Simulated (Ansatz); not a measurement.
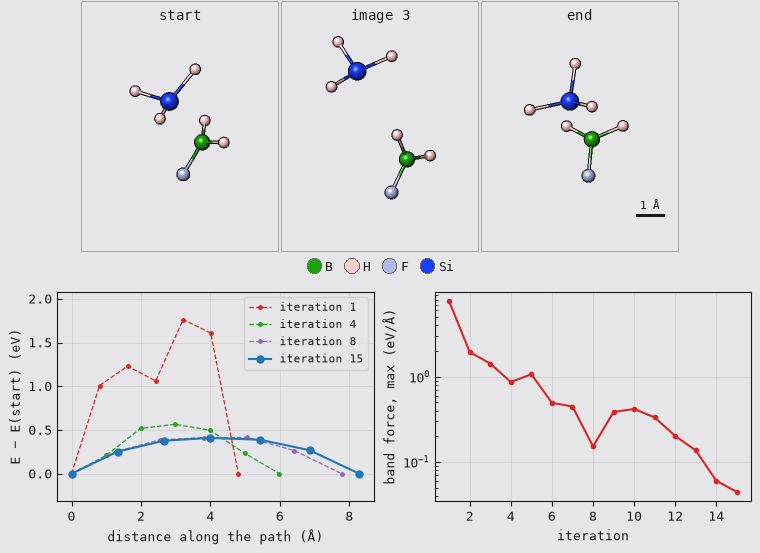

A search for the minimum-energy path of BSiH5F (multiplicity 2), made up at the start of BH$_{2}$F and SiH$_{3}$ by the nudged elastic band. Images are numbered from 0 (start) to 6 (end). The plot follows the band through its iterations. A ball-and-stick model, seen from a free direction.

Theory: UKS BLYP-D4/def2-SVP in Ansatz 0.2.0. Settings: 5 movable images; climbing image; force threshold 0.05 eV/Å; iteration limit 60; starting path through a guess of the saddle point.

**Judge this run.**

The result isn't final. The band hadn't converged when the run stopped after 15 iterations. The largest component of the band force went from 7.7 to 0.044 eV/Å. The barrier read from it is provisional, though the highest image hardly moved in the last two iterations. The first iteration put the highest image at 1.76 eV. The barrier is about 0.41 eV in both directions, with image 3 at the top; the ends have the same energy.
